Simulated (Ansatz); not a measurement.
System: L1₂ (Cu3Au-type) Ni3Si. Method: revPBE in Ansatz (PAW).

Run with plane-wave cutoff 520 eV, 16×16×16 k mesh, Fermi–Dirac smearing 0.05 eV, no spin polarisation, scalar-relativistic PAW data made under PBE.

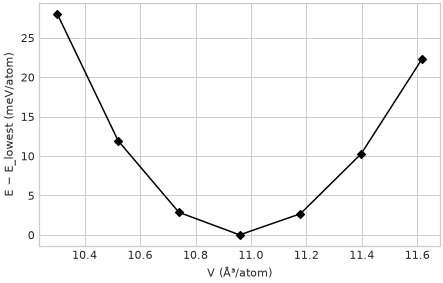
Figure: Total energy against volume

Q: From the curve, estimate the equilibrium volume and the bulk modulus.

A: V0 ≈ 11.0 Å³/atom and B0 ≈ 200 GPa; the fit gives V0 = 10.959 Å³/atom, B0 = 202 GPa, B′ = 4.8.

Measured, for comparison: equilibrium volume per atom 10.81 Å³/atom (temperature not stated, not corrected to a static lattice; as tabulated in Metallic Nickel Silicides: Experiments and Theory for NiSi and First Principles …). Computed (rounded) less measured: equilibrium volume per atom +1.4 %.

Static lattice: no zero-point or thermal effects.

Ansatz is a quantum-chemistry and plane-wave program.
